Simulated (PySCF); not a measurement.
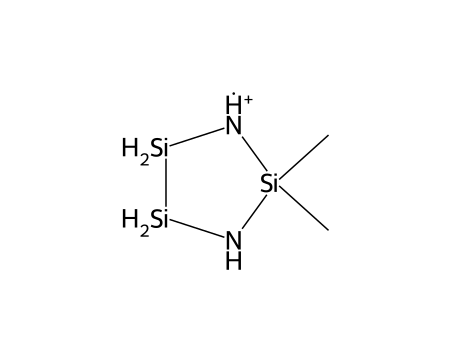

The species has charge +1 and is a spin doublet. The computed structure is the end point of a GFN2-xTB optimisation. No frequency run is at hand to confirm it as a minimum. Method: UKS B3LYP, pcH-1 on C H N Si, non-relativistic (PySCF 2.14.0).

> What is the ⟨S²⟩ of the determinant?

0.752.

> What is the isotropic g value?

2.00906.

The geometry is semi-empirical. Around Si such bond lengths and angles can be off by a tenth of an ångström or more and by several degrees, and values that hang on the shape move with them.
